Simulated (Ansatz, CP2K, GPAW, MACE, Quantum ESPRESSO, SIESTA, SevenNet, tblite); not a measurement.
# tblite runs on random rock-salt alloy of CaS and PbS (64 atoms)

Aim: run random rock-salt alloy of CaS and PbS (64 atoms) in tblite and see how near its forces come to a plane-wave reference, and at what cost.

Main program and level: tblite 0.8.0; the method is named at each step.

## Step 1: The starting structure

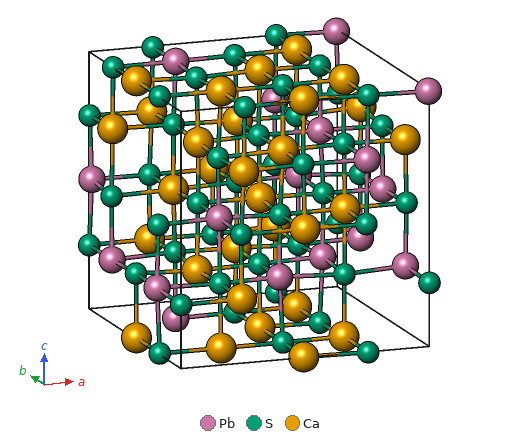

The cell as given, slightly off an axis (lead pink, sulfur teal, calcium orange). Some periodic images of atoms are drawn too.

The cell holds 64 atoms: 12 Pb, 32 S and 20 Ca. Its edges and angles: a = 11.565 Å, b = 11.565 Å, c = 11.565 Å, α = 90.0°, β = 90.0°, γ = 90.0°. It derives from CaS (rock-salt), repeated 2×2×2. Rock-salt CaS, 2 x 2 x 2 conventional cells, 12 of 32 Ca sites given to Pb at random (x = 0.375), lattice by Vegard's rule (a = 5.782 Å); not relaxed, displaced by a Gaussian of 0.02 Å. Then every atom was moved at random, 0.05 Å r.m.s. a Cartesian component.

The yardstick, on the same geometry:

| Quantity | Value |
| --- | --- |
| method | Kohn-Sham DFT, PBE, PAW, plane waves (Ansatz 0.2.0); cutoff 420 eV, Γ point, fermi-dirac smearing of 0.05 eV; PAW set soft_2 |
| r.m.s. force component | 0.4182 eV/Å |
| longest force | 1.355 eV/Å |
| pressure | 2.794 GPa |
| gap (highest filled to lowest empty level) | 1.828 eV |
| SCF cycles | 8 |
| time | 8.4 s on 8 threads of Arm Neoverse V2, shared host |
| CPU time | 62 s |

## Step 2: IPEA1-xTB

Method: IPEA1-xTB tight binding, diagonalisation.

run.py

```python
import numpy as np
from ase.io import read
from tblite.ase import TBLite

atoms = read("structure.xyz")
atoms.calc = TBLite(method="IPEA1-xTB", electronic_temperature=580, accuracy=1.0, max_iterations=250, mixer_damping=0.1, verbosity=1)
energy = atoms.get_potential_energy()
forces = atoms.get_forces()
print(f"energy {energy:.6f} eV")
print("forces (eV/A)")
for i, (a, f) in enumerate(zip(atoms, forces)):
    print(f"{i:4d} {a.symbol:2s} {f[0]:10.5f} {f[1]:10.5f} {f[2]:10.5f}")
stress = -atoms.get_stress(voigt=False) * 160.21766
print("stress (GPa, compression positive)")
for row in stress:
    print(" ".join(f"{x:10.4f}" for x in row))
print("charges (e)")
print(np.array2string(atoms.get_charges(), precision=4, suppress_small=True, max_line_width=110, threshold=100000))
```

structure.xyz

```xyz
64
Lattice="11.56460 0.00000 0.00000 0.00000 11.56460 0.00000 0.00000 0.00000 11.56460" Properties=species:S:1:pos:R:3 pbc="T T T"
Pb 11.51811 11.55419 11.49128
S 2.96539 11.55072 11.50805
Pb 11.53187 2.91555 2.95545
S 2.88999 2.89173 2.90850
Ca 2.81876 11.54806 2.89543
S 0.01596 0.01943 2.85542
Ca 2.91150 2.80858 0.01712
S 0.04822 2.79690 0.02556
Pb 0.11611 11.49822 5.83006
S 2.81274 0.00197 5.78947
Ca 11.50828 2.87369 8.64026
S 2.81482 2.95290 8.55734
Ca 2.91983 11.55315 8.62580
S 0.01688 11.52436 8.70097
Pb 2.87057 2.94932 5.84105
S 0.02729 2.93602 5.77906
Ca 0.08037 5.80635 0.02683
S 2.85125 5.78357 11.49359
Pb 11.53916 8.58371 2.89820
S 2.95348 8.73359 2.95695
Ca 2.89022 5.76935 2.82859
S 0.05759 5.80578 2.92029
Pb 2.97661 8.69831 11.53870
S 0.06418 8.70225 11.52274
Pb 11.51002 5.71846 5.75697
S 2.91208 5.72887 5.86441
Ca 0.02047 8.63957 8.78181
S 2.86143 8.66374 8.72121
Ca 2.93174 5.70308 8.60395
S 11.48642 5.69857 8.60707
Ca 2.83980 8.61412 5.81110
S 11.54159 8.65738 5.74125
Ca 5.77351 0.14745 11.55940
S 8.71867 11.55905 11.55061
Pb 5.68724 2.95822 2.94296
S 8.68513 2.89335 2.82292
Ca 8.63332 11.51117 2.99338
S 5.72806 11.49116 2.87380
Ca 8.65437 2.87103 0.03493
S 5.82671 2.91301 11.56125
Ca 5.78311 0.01110 5.78612
S 8.63425 0.00555 5.75755
Ca 5.80809 2.84223 8.66801
S 8.65969 2.89497 8.69924
Pb 8.66223 11.53488 8.66339
S 5.71268 0.06314 8.68455
Ca 8.74423 2.97650 5.76148
S 5.67914 2.89265 5.76345
Ca 5.80427 5.72714 0.03550
S 8.60418 5.77825 11.54425
Ca 5.78022 8.65957 2.91613
S 8.66212 8.63228 2.82419
Pb 8.72873 5.75628 2.95348
S 5.79479 5.83642 2.84813
Ca 8.62430 8.74411 0.00671
S 5.68828 8.61285 0.03654
[... 4 atom lines left out ...]
Pb 8.60788 5.72320 8.64419
S 5.73766 5.74876 8.66362
Pb 8.72295 8.78331 5.92223
S 5.80763 8.62152 5.89101
```

On the command line:

```console
> OMP_NUM_THREADS=1 python run.py > output.txt
```

Log:

```text
------------------------------------------------------------
  cycle        total energy    energy error   density error
------------------------------------------------------------
      1     -147.1514080924  -1.4676325E+02   8.3802573E-01
      2     -150.2525877335  -3.1011796E+00   6.8587405E-01
      3     -152.6742446896  -2.4216570E+00   3.6630865E-01
      4     -153.3535021301  -6.7925744E-01   3.0538302E-01
      5     -153.4755277153  -1.2202559E-01   7.4285790E-02
      6     -153.5000365361  -2.4508821E-02   5.0821432E-02
      7     -153.5466879522  -4.6651416E-02   1.4803182E-02
      8     -153.5463376166   3.5033560E-04   9.8527956E-03
      9     -153.5481963896  -1.8587730E-03   4.5356167E-03
     10     -153.5480545085   1.4188103E-04   3.5781982E-03
     11     -153.5482445862  -1.9007769E-04   2.0971830E-03
     12     -153.5483220900  -7.7503770E-05   3.6186756E-04
     13     -153.5483248336  -2.7435917E-06   1.0772560E-04
     14     -153.5483248457  -1.2093210E-08   8.7183076E-05
     15     -153.5483249024  -5.6705744E-08   3.9533417E-05
     16     -153.5483249164  -1.4059111E-08   1.5342345E-05
------------------------------------------------------------
 total:                                   3.174 sec
energy -4178.262743 eV
forces (eV/A)
   0 Pb    0.21060    0.22003    0.27442
   1 S     0.00547    0.48095    0.17636
   2 Pb   -0.36234   -0.62510   -0.34200
   3 S     0.15123   -0.01011   -0.84661
   4 Ca   -0.28620    0.14074    0.10881
   5 S    -0.07847    0.19625    0.67190
   6 Ca   -0.06138    0.25492   -0.17950
   7 S    -0.30579    0.79025   -0.18301
   8 Pb   -0.20359   -0.28130   -0.30989
   9 S     0.66774   -0.51536    0.03658
  10 Ca   -0.14792   -0.09926   -0.06048
  11 S     0.15007   -0.34978    1.00084
  12 Ca   -0.18134    0.12527    0.14136
  13 S     0.32720   -0.09058   -0.44575
  14 Pb    0.10694   -0.13560   -0.20225
  15 S    -0.89787   -0.23164    0.44456
  16 Ca   -0.34286   -0.16145   -0.18412
  17 S     0.18187   -0.43396    0.28148
  18 Pb    0.12448    0.44777   -0.03051
  19 S    -0.23070   -0.36117    0.33272
  20 Ca    0.06064    0.05980   -0.04562
  21 S     0.28501   -0.07431   -0.57473
  22 Pb   -0.10235   -0.25609   -0.01803
  23 S    -1.01976   -0.73416    0.06633
[...]
56 Ca    0.01983   -0.20207   -0.08865
  57 S    -0.83862   -0.34587   -0.01574
  58 Ca   -0.23049    0.08484    0.06761
  59 S     0.38271    0.69642    0.79593
  60 Pb   -0.17221   -0.23526    0.43879
  61 S    -0.32208    0.12596    0.08396
  62 Pb   -0.58396   -0.57988   -0.54502
  63 S    -0.38558    0.29764   -0.16704
stress (GPa, compression positive)
   -7.7330    -0.1038     0.1491
   -0.1038    -6.4091    -0.0804
    0.1491    -0.0804    -7.0696
charges (e)
[ 0.4323 -0.3856  0.4689 -0.4669  0.424  -0.5964  0.3951 -0.3862  0.4577 -0.3595  0.4121 -0.3947  0.4211
 -0.4518  0.3835 -0.4204  0.3754 -0.4097  0.4168 -0.4042  0.4117 -0.415   0.3856 -0.3788  0.423  -0.4008
  0.3993 -0.4066  0.4089 -0.3998  0.3684 -0.4371  0.4229 -0.3666  0.433  -0.4642  0.3774 -0.4217  0.429
 -0.3725  0.4204 -0.3751  0.4287 -0.4765  0.4396 -0.3786  0.3881 -0.3898  0.432  -0.4994  0.3933 -0.395
  0.4294 -0.3691  0.3858 -0.4006  0.4087 -0.4296  0.4458 -0.4371  0.4869 -0.3826  0.3715 -0.4044]
```

It took 3.6 s on 1 thread of Arm Neoverse V2, shared host; peak memory 0.13 GiB.

Banners, paths, timers and routine set-up lines are dropped from the logs unmarked, and long logs keep their key lines alone; longer cuts are marked.

Compared with the plane-wave run:

| Item | Value |
| --- | --- |
| r.m.s. force component | 0.3587 eV/Å |
| r.m.s. difference of force components | 182.8 meV/Å |
| longest difference of force vectors | 580.7 meV/Å |
| force difference over r.m.s. force | 43.71 % |
| slope of forces against the reference's | 0.7723 |
| correlation of force components | 0.9004 |
| pressure | -7.071 GPa |
| pressure difference | -9.864 GPa |

Length of the force difference by element (eV/Å):

```
element  atoms  mean  most
     Ca     20  0.30  0.58
     Pb     12  0.33  0.48
      S     32  0.28  0.46
```

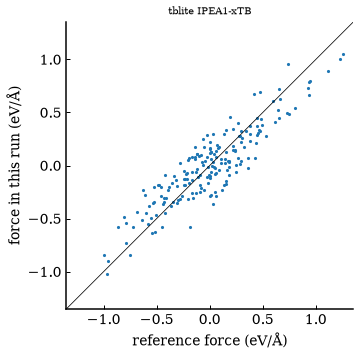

Force components against those of the reference; the line marks equality.

A closer look about S24, which bears the longest force: 9 atoms, nearest first, numbered in the order of the input, with positions taken from that point.

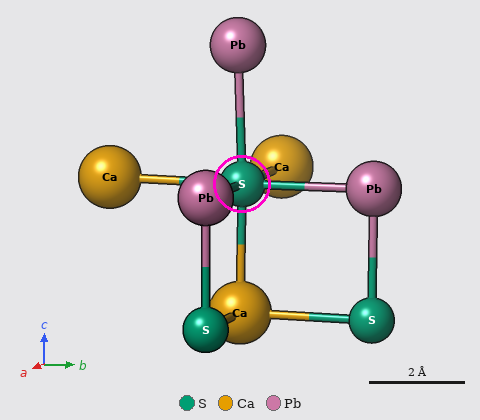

The atoms of the table, within 4.0 Å (arrows a, b, c point along x, y, z); some may hide others; the central atom is ringed.

```
atom      x      y      z  distance (Å)  bonds  Mulliken charge (e)     Fx     Fy  Fz (eV/Å)
 S24   0.00   0.00   0.00          0.00      6                -0.38  -1.02  -0.73       0.07
Ca27  -0.04  -0.06  -2.74          2.74      6                 0.40  -0.17   0.09      -0.30
 Pb1  -0.11   2.85  -0.03          2.85      6                 0.43   0.21   0.22       0.27
Ca17   0.02  -2.90   0.07          2.90      6                 0.38  -0.34  -0.16      -0.18
Pb23   2.91   0.00   0.02          2.91      6                 0.39  -0.10  -0.26      -0.02
Pb19  -0.09  -0.12   2.94          2.94      6                 0.42   0.12   0.45      -0.03
Ca55  -3.00   0.04   0.05          3.01      6                 0.39  -0.01  -0.49      -0.29
 S28   2.80  -0.04  -2.80          3.96      6                -0.41  -0.07  -0.12      -0.48
 S14  -0.05   2.82  -2.82          3.99      6                -0.45   0.33  -0.09      -0.45
```

Atoms are counted from 1 here, from 0 in the log.

Forces lie 44 % from the reference's, at 0.059 times its CPU time (on 1 against 8 cores).

## Step 3: GFN1-xTB

Method: GFN1-xTB tight binding, diagonalisation.

run.py, as its differences from that of step 2:

```diff
@@ -5,3 +5,3 @@
 atoms = read("structure.xyz")
-atoms.calc = TBLite(method="IPEA1-xTB", electronic_temperature=580, accuracy=1.0, max_iterations=250, mixer_damping=0.1, verbosity=1)
+atoms.calc = TBLite(method="GFN1-xTB", electronic_temperature=580, accuracy=1.0, max_iterations=250, mixer_damping=0.1, verbosity=1)
 energy = atoms.get_potential_energy()
```

structure.xyz is that of step 2.

Log:

```text
------------------------------------------------------------
  cycle        total energy    energy error   density error
------------------------------------------------------------
      1     -134.2961813184  -1.3387823E+02   9.0159661E-01
      2     -149.8215470206  -1.5525366E+01   6.1206845E-01
      3     -152.5744972555  -2.7529502E+00   4.5324908E-01
      4     -129.7003103640   2.2874187E+01   7.6338798E-01
      5     -149.0535990070  -1.9353289E+01   4.9904061E-01
      6     -151.1956866867  -2.1420877E+00   4.6452288E-01
      7     -152.0879398715  -8.9225318E-01   3.4630828E-01
      8     -152.0190775992   6.8862272E-02   3.4667814E-01
      9     -153.5235187581  -1.5044412E+00   1.3501415E-01
     10     -153.7900997970  -2.6658104E-01   5.8091228E-02
     11     -153.7716870715   1.8412725E-02   5.0504690E-02
     12     -153.7712662719   4.2079962E-04   5.0002776E-02
[...]
23     -153.8644988416  -2.7094053E-06   3.6476557E-04
     24     -153.8645006124  -1.7708263E-06   9.2480054E-05
     25     -153.8645008224  -2.0999749E-07   6.1482043E-05
     26     -153.8645009235  -1.0104682E-07   3.9938160E-05
     27     -153.8645009798  -5.6330407E-08   1.6384170E-05
------------------------------------------------------------
 total:                                   3.807 sec
energy -4186.866332 eV
forces (eV/A)
   0 Pb    0.22067    0.10110    0.33979
   1 S     0.08584    0.51796    0.15088
   2 Pb   -0.48354   -1.03403   -0.12654
   3 S     0.55214    0.06365   -0.53852
   4 Ca   -0.66262    0.08876   -0.04855
   5 S     0.06001    0.48847    0.48971
   6 Ca   -0.14054    0.23221    0.08597
   7 S    -0.26652    0.56498   -0.21428
   8 Pb   -0.16698   -0.50051   -0.59997
   9 S     0.41720   -0.36971    0.02924
  10 Ca   -0.09653   -0.18507    0.14044
  11 S     0.01100   -0.21260    0.73032
[...]
59 S     0.13516    0.56049    0.47521
  60 Pb    0.02476   -0.24820    0.63393
  61 S    -0.29473    0.04559   -0.03206
  62 Pb   -0.33285   -0.63370   -0.33805
  63 S    -0.41646    0.10329    0.01562
stress (GPa, compression positive)
   -8.3944     0.0291    -0.0485
    0.0291    -6.3607     0.0400
   -0.0485     0.0400    -7.3809
charges (e)
[ 0.481  -0.1664  0.5057 -0.2692  0.0717 -0.3943  0.0078 -0.1599  0.5078 -0.1546  0.0242 -0.1528  0.0674
 -0.2623  0.4099 -0.2574 -0.0271 -0.1522  0.4495 -0.1711  0.0445 -0.2617  0.4372 -0.175   0.4429 -0.169
  0.0217 -0.1536  0.0781 -0.1722 -0.0833 -0.2746  0.1006 -0.158   0.4939 -0.2597 -0.054  -0.1547  0.0831
 -0.13    0.0979 -0.1778  0.089  -0.2489  0.4893 -0.1373 -0.0697 -0.1737  0.118  -0.2581  0.0202 -0.1881
  0.4623 -0.1551 -0.0309 -0.1511  0.0563 -0.2719  0.1278 -0.2632  0.5483 -0.1393  0.3864 -0.1444]
```

It took 4.3 s on 1 thread; peak memory 0.13 GiB.

Compared with the plane-wave run:

* r.m.s. force component: 0.3031 eV/Å
* r.m.s. difference of force components: 273 meV/Å
* longest difference of force vectors: 908.5 meV/Å
* force difference over r.m.s. force: 65.28 %
* slope of forces against the reference's: 0.5496
* correlation of force components: 0.7582
* pressure: -7.379 GPa
* pressure difference: -10.17 GPa

Against the first run (44 %), the force difference from the reference is 65 %, at 1.2 times the CPU time (27 SCF steps against 16).

## Step 4: Side by side

Differences are against the plane-wave reference, forces as r.m.s. over components; share is that over the reference's r.m.s. force, slope the least-squares factor from reference forces to these. Total energies of different programs have different zeros and aren't compared.

```
             run  Δ force, r.m.s. (meV/Å)  share (%)  slope  Δ pressure (GPa)  cores  CPU time  memory (GiB)
       reference                        -          -      -                 -      8      62 s           1.8
tblite IPEA1-xTB                      183       43.7  0.772             -9.86      1     3.6 s          0.13
 tblite GFN1-xTB                      273       65.3  0.550             -10.2      1     4.3 s          0.13
```

CPU time is summed over cores on a shared host, where runs went side by side, so it is rough. Symmetry, cutoffs, thresholds, outputs and thread counts weren't matched or tuned between programs; memory under MPI is the largest rank's times the ranks.

Mean charges by element (e), by run and scheme:

```
             run    scheme     Pb      S     Ca
       reference    Löwdin  +0.47  -0.96  +1.57
tblite IPEA1-xTB  Mulliken  +0.43  -0.41  +0.41
 tblite GFN1-xTB  Mulliken  +0.47  -0.20  +0.04
```

The reference's Löwdin charges lack the electrons that the projection spills, 0.099 e an atom on average.

A second geometry, displaced anew (every atom was moved at random, 0.04 Å r.m.s. a Cartesian component), gives an energy difference that all programs can be tested on. The reference puts it at -12.35 meV/atom.

```
             run  energy less the first geometry's (meV/atom)  error (meV/atom)  force share at the second geometry (%)
tblite IPEA1-xTB                                       -7.809              4.54                                    54.2
 tblite GFN1-xTB                                       -6.390              5.96                                    73.4
```

## Step 5: Outcome

| Quantity | Value |
| --- | --- |
| nearest in forces | tblite IPEA1-xTB, 44 % |
| its CPU time | 3.6 s |

**Reading.** Tight binding differs by 44 % (tblite IPEA1-xTB) to 65 % (tblite GFN1-xTB); it is another model, with fitted parameters of its own, and the xTB methods hold dispersion. IPEA1-xTB was fitted to ionisation energies and electron affinities, not to forces or charges. Of the electronic-structure runs that take under half the reference's CPU time, tblite IPEA1-xTB comes nearest, at 44 % in 3.6 s against 62 s; its pressure misses by -9.9 GPa. Charges hang on model, scheme and program or settings: among these rows the mean for Ca runs from +0.04 to +1.57 e. The energy difference between the two geometries, -12.3 meV/atom in the reference, is met best by tblite IPEA1-xTB (+4.54) and worst by tblite GFN1-xTB (+5.96). Periodic xTB results under one method name differ between programs and library versions. The host structure and its lattice constant were typed by rule, without a check against the phase diagram. The reference's pressure of 2.8 GPa belongs to a cell and atoms that aren't relaxed at this level. The electronic-structure runs sample only Γ, in a cell whose shortest periodic width is 12 Å. Spin–orbit coupling is left out, which matters for the levels of the heavy elements.

[Also dropped from logs without a mark: logging warnings of Python, and SIESTA's first energy breakdown and zero terms.]

[Logs are printed without paths, hosts, clocks, repeated set-up lines and the standing remarks that a program may print on its own settings, such as how far it seeks lower states.]

[Hosts, paths, dates, database ids (printed as entryN), source tags and the programs' standing remarks are cut or masked in the printed files.]
